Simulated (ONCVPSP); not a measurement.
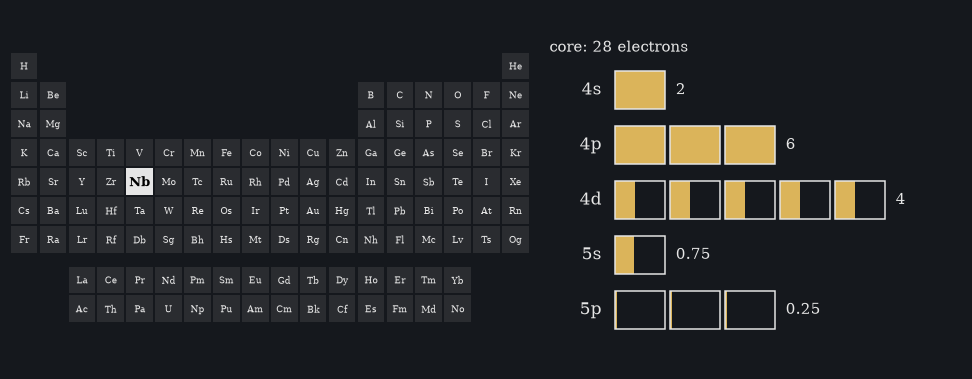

Figure 1. Left, the place of niobium in the periodic table; right, the valence shells of the reference configuration: a box for each of the 2l + 1 orbitals, shaded by the share of the shell that is filled, with the electron count at the right. The shells are those of the unaltered input.

**Nb: pseudopotential generation**

Niobium (Nb, Z = 41), core [Ar] 3d10, reference valence 4s2 4p6 4d4 5s0.75 5p0.25, valence charge 13. (This line and the method describe the unaltered input from which the odd one was made.) Computed at this level: ONCV potential, PBEsol, non-relativistic, made with ONCVPSP 4.0.1.

## Input file
```
# ATOM AND REFERENCE CONFIGURATION
# atsym  z   nc   nv     iexc    psfile
  Nb 41.00    6    5  -116133      upf
#
#   n    l    f
    1    0    2.00
    2    0    2.00
    2    1    6.00
    3    0    2.00
    3    1    6.00
    3    2   10.00
    4    0    2.00
    4    1    6.00
    4    2    4.00
    5    0    0.75
    5    1    0.25
#
# PSEUDOPOTENTIAL AND OPTIMIZATION
# lmax
    2
#
#   l,   rc,      ep,       ncon, nbas, qcut
    0    1.55    0.00    4    7    6.60
    1    2.55    0.00    4    9    6.70
    2    1.55    0.00    4    7   18.00
#
# LOCAL POTENTIAL
# lloc, lpopt,  rc(5),   dvloc0
    2    5    1.55    0.00
#
# VANDERBILT-KLEINMAN-BYLANDER PROJECTORs
# l, nproj, debl
    0    2    3.70
    1    2    2.30
    2    0    2.80
#
# MODEL CORE CHARGE
# icmod, fcfact, rcfact
    1    0.65    0.00
#
# LOG DERIVATIVE ANALYSIS
# epsh1, epsh2, depsh
   -4.00    5.00    0.02
#
# OUTPUT GRID
# rlmax, drl
    6.00    0.01
#
# TEST CONFIGURATIONS
# ncnf
    4
# nvcnf
#   n    l    f
    5
    4    0    2.00
    4    1    6.00
    4    2    4.00
    5    0    1.00
    5    1    0.00
#
    5
    4    0    2.00
    4    1    6.00
    4    2    4.00
    5    0    0.00
    5    1    0.00
#
    5
    4    0    2.00
    4    1    6.00
    4    2    3.00
    5    0    0.00
    5    1    0.00
#
    5
    4    0    2.00
    4    1    6.00
    4    2    2.00
    5    0    0.00
    5    1    0.00
#
```

The log's header says scalar-relativistic, as this program prints it for non-relativistic runs too.

Run as:
```bash
oncvpspnr.x < Nb.dat > Nb.out
```

## Log (extracts)
```
ONCVPSP  (Optimized Norm-Conservinng Vanderbilt PSeudopotential)
scalar-relativistic version 4.0.1

#   n    l    f        energy (Ha)
    1    0    2.00    -6.7428366E+02
    2    0    2.00    -9.2802857E+01
    2    1    6.00    -8.5285221E+01
    3    0    2.00    -1.5424054E+01
    3    1    6.00    -1.2566956E+01
    3    2   10.00    -7.3401519E+00
    4    0    2.00    -2.0447192E+00
    4    1    6.00    -1.2572227E+00
    4    2    4.00    -1.3021755E-01
    5    0    0.75    -1.4524676E-01
    5    1    0.25    -4.5772306E-02

Reference configufation results
  iterations    26
  all-electron total energy (Ha)   -3.75298346D+03

Begin loop to  construct optimized pseudo wave functions
and semi-local pseudopoentials for all angular momenta

Calculating optimized projector #   1

 for l=   0

    Fraction of norm inside rc  0.825370
    Optimizing pswf for qcut=   6.61 a_B^-1,  ecut=  21.83 Ha
    Residual kinetic energy error=  1.68D-04 Ha

    Energy error per electron        Cutoff
         Ha          eV             Ha
         0.01000     0.27211       14.93
         0.00100     0.02721       18.94
         0.00010     0.00272       27.68
         0.00001     0.00027       52.17

Calculating optimized projector #   2

 for l=   0

    Fraction of norm inside rc  0.036159
    Optimizing pswf for qcut=   6.61 a_B^-1,  ecut=  21.83 Ha
    Residual kinetic energy error=  4.62D-05 Ha

    Energy error per electron        Cutoff
         Ha          eV             Ha
         0.01000     0.27211       10.70
         0.00100     0.02721       16.37
         0.00010     0.00272       20.52
         0.00001     0.00027       32.58

Calculating optimized projector #   1

 for l=   1

    Fraction of norm inside rc  0.980562
    Optimizing pswf for qcut=   6.70 a_B^-1,  ecut=  22.43 Ha
    Residual kinetic energy error=  9.41D-10 Ha

    Energy error per electron        Cutoff
         Ha          eV             Ha
         0.01000     0.27211        8.73
         0.00100     0.02721       11.58
         0.00010     0.00272       14.04
         0.00001     0.00027       16.24

Calculating optimized projector #   2

 for l=   1

    Fraction of norm inside rc  0.049746
    Optimizing pswf for qcut=   6.70 a_B^-1,  ecut=  22.43 Ha
    Residual kinetic energy error=  2.13D-10 Ha

    Energy error per electron        Cutoff
         Ha          eV             Ha
         0.01000     0.27211        5.14
         0.00100     0.02721        8.28
         0.00010     0.00272       11.06
         0.00001     0.00027       13.44

Calculating optimized projector #   1

 for l=   2

    Fraction of norm inside rc  0.331131
    Optimizing pswf for qcut=  17.99 a_B^-1,  ecut= 161.79 Ha
    Residual kinetic energy error=  3.70D-10 Ha

    Energy error per electron        Cutoff
         Ha          eV             Ha
         0.01000     0.27211       13.23
         0.00100     0.02721       31.10
         0.00010     0.00272       51.73
         0.00001     0.00027       62.93

Construct Vanderbilt / Kleinmman-Bylander projectors

B matrix Hermiticity error, ll=   0
   1   2    1.0179E-08

  Orthonormal projector coefficients  1.9997E+01  2.8593E+00

B matrix Hermiticity error, ll=   1
   1   2    3.0593E-10

  Orthonormal projector coefficients  2.3370E+00  8.1563E-01

Model core correction analysis
  based on d2Exc/dn_idn_j

d2excae - all-electron derivatives

   -3.211819D-02   -2.887810D-02   -1.433925D-02   -1.620597D-03
   -7.314806D-04
   -2.888678D-02   -2.722053D-02   -1.552465D-02   -1.740733D-03
   -6.332784D-04
   -1.447320D-02   -1.576903D-02   -1.400060D-02   -2.625553D-03
   -4.668855D-04
   -1.837643D-03   -2.200053D-03   -3.622913D-03   -1.657296D-03
   -2.813927D-04
   -8.147481D-04   -8.162262D-04   -9.568608D-04   -4.559793D-04
   -9.082276D-05

d2excps - pseudofunction derivatives with no core correction

   -3.696560D-02   -3.304421D-02   -1.582061D-02   -2.012702D-03
   -9.022779D-04
   -3.305306D-02   -3.048232D-02   -1.648204D-02   -2.138929D-03
   -7.910720D-04
   -1.595472D-02   -1.672645D-02   -1.447567D-02   -2.729486D-03
   -5.053504D-04
   -2.229798D-03   -2.598291D-03   -3.726865D-03   -1.688627D-03
   -2.972867D-04
   -9.855656D-04   -9.740351D-04   -9.953347D-04   -4.718766D-04
   -9.782545D-05

rms 2nd derivative error    1.744227E-03

Polynomial model core charge

d2excps - pseudofunction derivatives with core correction

   -3.156054D-02   -2.835498D-02   -1.491315D-02   -1.544094D-03
   -6.875617D-04
   -2.836369D-02   -2.642576D-02   -1.571059D-02   -1.730571D-03
   -6.044757D-04
   -1.504713D-02   -1.595494D-02   -1.434177D-02   -2.643399D-03
   -4.676574D-04
   -1.761130D-03   -2.189888D-03   -3.640760D-03   -1.650163D-03
   -2.792607D-04
   -7.708229D-04   -7.874190D-04   -9.576329D-04   -4.538473D-04
   -8.946271D-05

rms 2nd derivative error    3.067480E-04

Pseudoatom total energy  -56.711274

Diagnostic tests using Vanderbilt-Kleinman-Bylander pseudopotentials
  1 or more projectors used as specified by nproj input data

   l    rcore       rmatch      e in        delta e   norm test  slope test

   0   1.5531674   1.6003249  -2.0447192   0.0000004   1.0000001   1.0000003
   0   1.5531674   1.6003249  -0.1452468  -0.0000000   0.9999999   1.0000000

   1   2.5518237   2.6293026  -1.2572227   0.0000000   1.0000000   1.0000000
   1   2.5518237   2.6293026  -0.0457723   0.0000000   1.0000000   1.0000000

   2   1.5531674   1.6003249  -0.1302176   0.0000000   1.0000000   1.0000000

 Testing for bound ghosts
   n   l    E NL Schr. Eq   E Basis Diag.   E Cutoff

   1   0       -2.044719       -2.044702     78.36
   2   0       -0.145247        0.003033     78.36

   2   1       -1.257223       -1.257171     61.11
   3   1       -0.045772       -0.013976     61.11

 Testing for highly-localized positive-energy ghosts
       l    <radius>/rc     E Basis Diag.   E Cutoff

       0        0.519508       25.760747     78.36  WARNING - GHOST(+)

Test configuration 0

   n   l     f        eae           eps        diff
   1   0  2.0000 -674.28366227
   2   0  2.0000  -92.80285728
   2   1  6.0000  -85.28522132
   3   0  2.0000  -15.42405399
   3   1  6.0000  -12.56695577
   3   2 10.0000   -7.34015194
   4   0  2.0000   -2.04471917   -2.04471879    3.84D-07
   4   1  6.0000   -1.25722271   -1.25722271    0.00D+00
   4   2  4.0000   -0.13021755   -0.13021755    0.00D+00
   5   0  0.7500   -0.14524676   -0.14524676   -2.54D-09
   5   1  0.2500   -0.04577231   -0.04577231    0.00D+00

    Total energies and differences
      AE_ref= -3.75298346D+03  AE_tst= -3.75298346D+03  dif=  0.00D+00
      PS_ref= -5.67112743D+01  PS_tst= -5.67112743D+01  dif= -6.80D-10
      PSP excitation error=  6.80D-10

Test configuration 1

   n   l     f        eae           eps        diff
   1   0  2.0000 -674.27226887
   2   0  2.0000  -92.79182249
   2   1  6.0000  -85.27417173
   3   0  2.0000  -15.41286240
   3   1  6.0000  -12.55576905
   3   2 10.0000   -7.32899817
   4   0  2.0000   -2.03319836   -2.03317190    2.65D-05
   4   1  6.0000   -1.24561221   -1.24560522    6.99D-06
   4   2  4.0000   -0.11959018   -0.11959283   -2.65D-06
   5   0  1.0000   -0.13767051   -0.13766825    2.26D-06

    Total energies and differences
      AE_ref= -3.75298346D+03  AE_tst= -3.75300820D+03  dif= -2.47D-02
      PS_ref= -5.67112743D+01  PS_tst= -5.67360063D+01  dif= -2.47D-02
      PSP excitation error= -7.81D-08

Test configuration 2

   n   l     f        eae           eps        diff
   1   0  2.0000 -674.50461305
   2   0  2.0000  -93.02065459
   2   1  6.0000  -85.50326073
   3   0  2.0000  -15.64266662
   3   1  6.0000  -12.78554909
   3   2 10.0000   -7.55849591
   4   0  2.0000   -2.26563860   -2.26595436   -3.16D-04
   4   1  6.0000   -1.47918231   -1.47935436   -1.72D-04
   4   2  4.0000   -0.34683592   -0.34681755    1.84D-05

    Total energies and differences
      AE_ref= -3.75298346D+03  AE_tst= -3.75277620D+03  dif=  2.07D-01
      PS_ref= -5.67112743D+01  PS_tst= -5.65040039D+01  dif=  2.07D-01
      PSP excitation error= -9.33D-06

Test configuration 3

psatom: WARNING lschvkbb convergence error n,l,iter=   3   1   4
ea(ii),et,emin,emax -4.952835E-02 -5.448118E-02 -5.448118E-02 -5.448118E-02
run_config: WARNING for fully non-local PS atom, stg. 1
 WARNING no output for configuration 4

Test configuration 4

psatom: WARNING lschvkbb convergence error n,l,iter=   3   1   3
ea(ii),et,emin,emax -4.577231E-02 -5.034954E-02 -5.034954E-02 -5.034954E-02
run_config: WARNING for fully non-local PS atom, stg. 1
 WARNING no output for configuration 5
```

## What the run reported

| quantity | value |
| --- | --- |
| outcome | generated |
| ghost flags of the generator | 0 GHOST(-), 1 GHOST(+) |
| largest excitation error printed | 0.25 meV |
| hardware | 1 CPU thread, shared host |
| wall time | 4.4 s |

## What is odd here

This input holds a deliberate oddity: qcut of l = 2 set to 18.00. The program ran to the end. The all-electron atom is untouched: its total energy equals that from the unaltered input (−3752.9835 Ha). The pseudo-atom's total energy moves by −0.0014 Ha, so the potential, or the configuration in which it is tested, is another one. Warnings of the program, in the generation or the tests: psatom: WARNING lschvkbb convergence error n,l,iter= 3 1 3; psatom: WARNING lschvkbb convergence error n,l,iter= 3 1 4.
